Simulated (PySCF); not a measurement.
SMILES [Ge]([Al]([OH])[OH])([Cl])([Cl])[Cl], PBE0/def2-SVP optimised geometry. Atoms within 1.6 Å of the plane z = 1.5 Å (x, y, z in Å): Ge1 (0.59, -2.25, 0.00), Cl2 (2.75, -2.25, 0.00), Cl4 (-0.01, -3.40, 1.73), Al5 (-0.41, 0.00, 0.00), O6 (-2.09, 0.01, 0.08), O7 (0.66, 1.30, -0.08), H8 (-2.75, 0.71, 0.09).

Level of theory: PBE0/def2-TZVP run with PySCF. Cells within 0.4 Å of a nucleus heavier than hydrogen are left out (blank, or x).

Map of the Laplacian of the electron density (e/bohr⁵), clipped to [-1.50, 1.50] on the plane z = 1.5 Å:

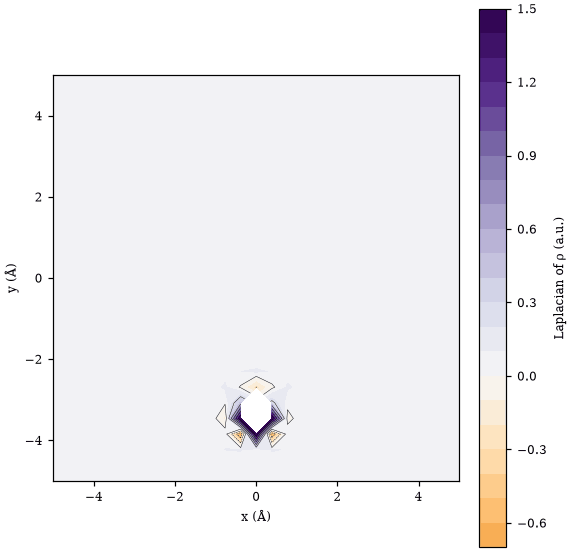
Figure. Laplacian of the electron density (e/bohr⁵), clipped to [-1.50, 1.50] on the plane z = 1.5 Å.
